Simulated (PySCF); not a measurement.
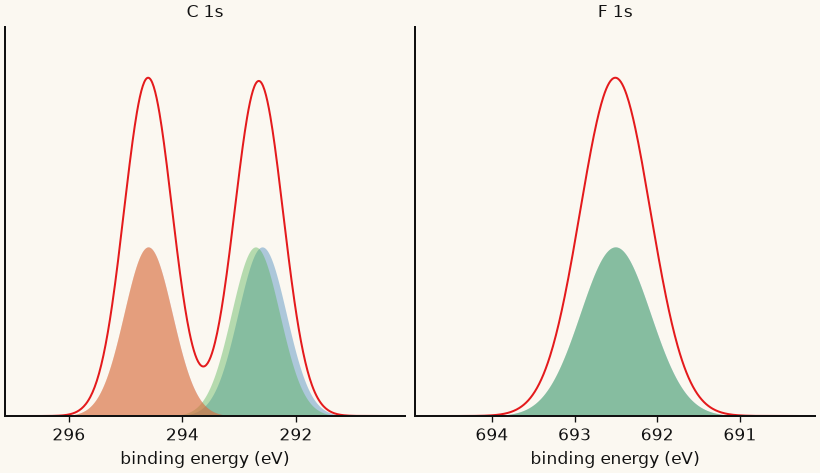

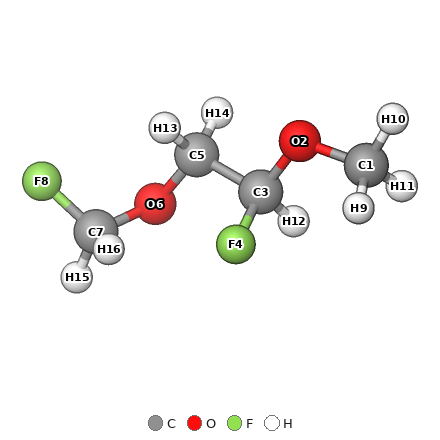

Simulated XPS of C₄H₈F₂O₂, SMILES CO[C@@H](F)COCF. Vertical core-electron binding energies by ΔSCF (SCAN, pcX-2 on the ionised atom, pcseg-1 elsewhere, spin-free X2C; PySCF 2.14.0, at a PBE0-D3(BJ)/def2-SVP geometry (no frequency check)), gas phase, against the vacuum level. One atom of each kind was ionised; within a panel, areas follow the number of like atoms, each panel is scaled alone, Gaussians of 1.0 eV full width. Only the regions named are shown. Lines closer than the width merge in the curve.

> Which atoms give which peak?

```
level  atoms  binding energy (eV)
 C 1s     C3                294.6
 C 1s     C7                294.6
 C 1s     C1                292.7
 C 1s     C5                292.6
 F 1s     F8                692.5
 F 1s     F4                692.5
```

> How large is the chemical shift across the C 1s region?

2.0 eV, from C5 at 292.6 eV to C3 at 294.6 eV.

Note: one conformer of a flexible molecule.
